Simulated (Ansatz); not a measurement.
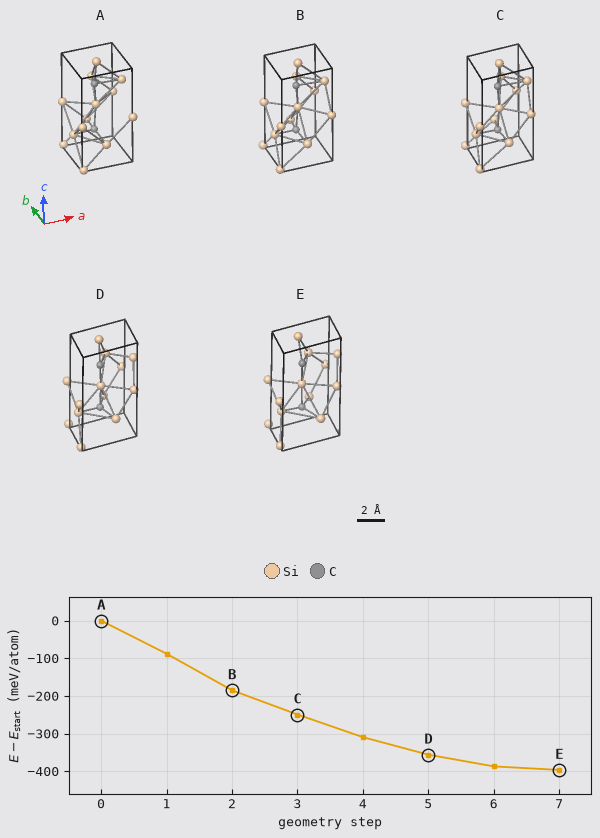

Frames of a relaxation of a crystal of Si₄C (a generated structure, set up in P1) (coarse preliminary run), marked on the history of the run. A ball-and-stick model of the cell of the calculation, seen from a free direction.

Computed with DFT PBE, scalar-relativistic, plane waves, PAW (Ansatz 0.2.0). Set-up: plane-wave cutoff 420 eV; k-point mesh 6 × 6 × 4; occupations gaussian; smearing width 0.2 eV; no spin polarisation; cell and atoms relaxed; force threshold 0.025 eV/Å; at most 60 steps.

Question: What happens along the run?

Answer: The run was cut off at its time limit before the relaxation converged, so the last structure is only a point on the way. After 7 geometry steps the energy has fallen by 396 meV per atom. The largest force component goes from 4.1 to 1.5 eV/Å. Pressure: 5.94 GPa at the start and 1.13 GPa at the end. A Si atom moves most relative to the cell: 0.94 Å roughly along +a. Largest moves by element: Si 0.94 Å, C 0.60 Å. The drawn cell changes as follows: a 4.074 → 4.805 Å (+17.9 %), b 4.087 → 3.400 Å (−16.8 %), c 8.126 → 8.544 Å (+5.1 %), α 89.1° → 90.5°, β 89.4° → 87.8°, γ 91.0° → 79.1°; the volume changes by +1.2 %. Some distances before and after: Si–Si 2.723 → 3.999 Å, Si–Si 2.625 → 3.691 Å, Si–Si 3.007 → 3.924 Å, Si–Si 2.739 → 3.572 Å. New bonds form: C–Si (2.44 → 1.82 Å). Bond angles that change, for instance: C–Si–C 174.0° → 116.8°, Si–C–Si 174.0° → 116.8°, Si–C–Si 104.0° → 138.9°. The space group stays P1 (No. 1). Cost: 7.5 min on 1 thread of AMD EPYC (Zen 3) (shared host), peak memory 0.54 GiB. From step 0 to 2: a Si atom moves most (0.30 Å), volume −2.2 %, energy −185 meV per atom. From step 2 to 3: a Si atom moves most (0.17 Å), volume −0.4 %, energy −64.4 meV per atom. From step 3 to 5: a Si atom moves most (0.36 Å), volume +2.3 %, energy −107 meV per atom. From step 5 to 7: a Si atom moves most (0.26 Å), volume +1.6 %, energy −40.5 meV per atom.
